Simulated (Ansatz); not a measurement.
# NO2F (SMILES O=[N+]([O-])F): CCSD/STO-3G

What is the electronic atomisation energy of NO2F at CCSD/STO-3G? 

Program for the calculation: Ansatz 0.2.0.

58 further runs of the same task are left out: 10 that didn't finish, 48 set aside as unsound or not needed.

### Step 1. The system as given

The species is NO2F (4 atoms), meant as a singlet with charge 0. As SMILES, `O=[N+]([O-])F`. Geometry: relaxed at GFN2-xTB.

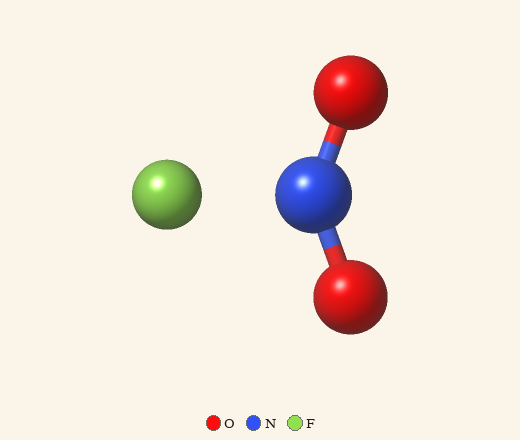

The structure, seen from a chosen angle (oxygen red, nitrogen blue, fluorine green).

### Step 2. A single-point energy at CCSD/STO-3G

The input, molecule.yaml:

```yaml
crystal:
  periodic: [false, false, false]
  atoms:
    - {symbol: O, position_ang: [0.188740, 0.465950, 1.115660]}
    - {symbol: "N", position_ang: [0.109710, -0.098240, 0.122020]}
    - {symbol: O, position_ang: [0.475520, -1.064170, -0.373030]}
    - {symbol: F, position_ang: [-0.773970, 0.696460, -0.864650]}
basis:
  gaussian: {orbitals: STO-3G}
correlation: {method: ccsd, frozen_orbitals: {F: 1, "N": 1, O: 1}}
accuracy: high
scf: {omitted_lower_state_checks: [cluster_reference, increment]}
```

Run with:

```bash
$ ansatz run molecule.yaml --threads 1 --pin off --max-ram 2610MiB --events-out events.jsonl --progress --plain --runs-dir runs
```

Output:

```text
Warning: RAYON_NUM_THREADS=1 ignored (pool sized by the plan → 1); use --threads N
[... 11 lines left out ...]
4 core orbitals not correlated: weight in the atoms' cores, before any rotation towards them, 1.000 or more for the frozen orbitals, at most 0.000 for the correlated occupied ones
[... 26 lines left out ...]
Total energy: -8148.20344376 eV, -299.4409535074 hartree
Checks for a lower state left out: cluster_reference, increment
```

It took 0.2 s on 1 thread of Arm Neoverse V1, shared host.

### Step 3. The F atom

The input, job.yaml:

```yaml
crystal:
  periodic: [false, false, false]
  atoms:
    - symbol: F
      position_ang: [0.000000, 0.000000, 0.000000]
basis:
  gaussian:
    orbitals: STO-3G
magnetization:
  spin_polarized: true
  initial_magnetization: 1
correlation:
  method: ccsd
  frozen_orbitals: {F: 1}
accuracy: high
scf:
  omitted_lower_state_checks: [cluster_reference, increment]
```

Run with:

```bash
$ ansatz run job.yaml --threads 1 --pin off --max-ram 2610MiB --events-out events.jsonl --progress --plain --runs-dir runs
```

Output, shortened:

```text
Warning: RAYON_NUM_THREADS=1 ignored (pool sized by the plan → 1); use --threads N
Functional definition: HF
  name "HF"
[...]
15 factors; integrals over basis functions are off by at most 1.2e-9 eV
[...]
mean field -2666.34863534 eV, -97.9865050328 hartree, gradient 0.0e0 eV, S^2 0.750000; 2 other end points of the search recorded, 0 dependent functions left out
1 core orbitals not correlated: weight in the atoms' cores, before any rotation towards them, 1.000 or more for the frozen orbitals, at most 0.000 for the correlated occupied ones
reference -2666.34863534 eV, -97.9865050328 hartree; 4, 3 occupied and 0, 1 virtual orbitals, 15 factors
second order 0.00000000 eV of doubles, 0.00000000 eV of singles
cycle   1  0.00000000 eV  change     0.0e0 eV  update    0.0e0
cycle   2  0.00000000 eV  change     0.0e0 eV  update    0.0e0
Total energy: -2666.34863534 eV, -97.9865050328 hartree
Checks for a lower state left out: cluster_reference, increment
```

Wall time 0.06 s (1 thread of Arm Neoverse V1, shared host).

### Step 4. The N atom, same level

The input, job.yaml:

```yaml
crystal:
  periodic: [false, false, false]
  atoms:
    - {symbol: N, position_ang: [0.000000, 0.000000, 0.000000]}
basis:
  gaussian:
    orbitals: STO-3G
magnetization:
  spin_polarized: true
  initial_magnetization: 3
correlation:
  method: ccsd
  frozen_orbitals: {"N": 1}
accuracy: high
scf:
  omitted_lower_state_checks: [cluster_reference, increment]
```

Run the same way, it converges to -53.71901 Eh (log not shown).

### Step 5. The O atom, same level

The input, run.yaml:

```yaml
crystal:
  periodic: [false, false, false]
  atoms:
    - {symbol: O, position_ang: [0.000000, 0.000000, 0.000000]}
basis:
  gaussian:
    orbitals: STO-3G
magnetization:
  spin_polarized: true
  initial_magnetization: 2
correlation:
  method: ccsd
  frozen_orbitals: {O: 1}
accuracy: high
scf:
  omitted_lower_state_checks: [cluster_reference, increment]
```

Run the same way, it converges to -73.80415 Eh (log not shown).

### Step 6. Results

At CCSD/STO-3G, 4 core orbitals frozen:

| quantity | value |
| --- | --- |
| molecule: total energy | -299.44095 Eh |
| molecule: correlation energy (4 core orbitals frozen) | -236.3 mEh |
| molecule: T1 diagnostic | 0.017 |
| F atom: total energy | -97.98651 Eh |
| F atom: correlation energy (1 core orbital frozen) | 0.0 mEh |
| F atom: ⟨S²⟩ of the reference determinant | 0.750 |
| F atom: T1 diagnostic | 0.000 |
| N atom: total energy | -53.71901 Eh |
| N atom: correlation energy (1 core orbital frozen) | 0.0 mEh |
| N atom: ⟨S²⟩ of the reference determinant | 3.750 |
| N atom: T1 diagnostic | 0.000 |
| O atom: total energy | -73.80415 Eh |
| O atom: correlation energy (1 core orbital frozen) | 0.0 mEh |
| O atom: ⟨S²⟩ of the reference determinant | 2.000 |
| O atom: T1 diagnostic | 0.000 |
| electronic atomisation energy | 3.460 eV |

In words: Taking the molecule apart into free atoms costs 3.46 eV (80 kcal/mol), before zero-point energy and without spin-orbit coupling. In a minimal basis such a difference can be off by several eV, whatever the method. The restricted solution (molecule) is unstable to spin breaking: an unrestricted one lies lower.
